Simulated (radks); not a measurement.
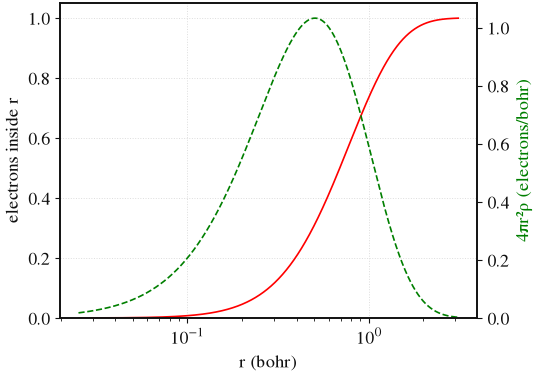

System: the helium ion He⁺, configuration 1s1. Theory: scalar-relativistic Kohn-Sham, BLYP, spin-unpolarised, spherical densities, point nucleus (computed with the in-house radial solver radks).

The plot shows the number of electrons inside radius r (solid) and the radial density 4πr²ρ (dashed).

### Describe it and give its main numbers.

The count levels off at 1 electrons. Half of them lie within 0.692 bohr, 90 % within 1.41 bohr and 99 % within 2.26 bohr. The radial density has a single maximum, so no shell boundary shows.
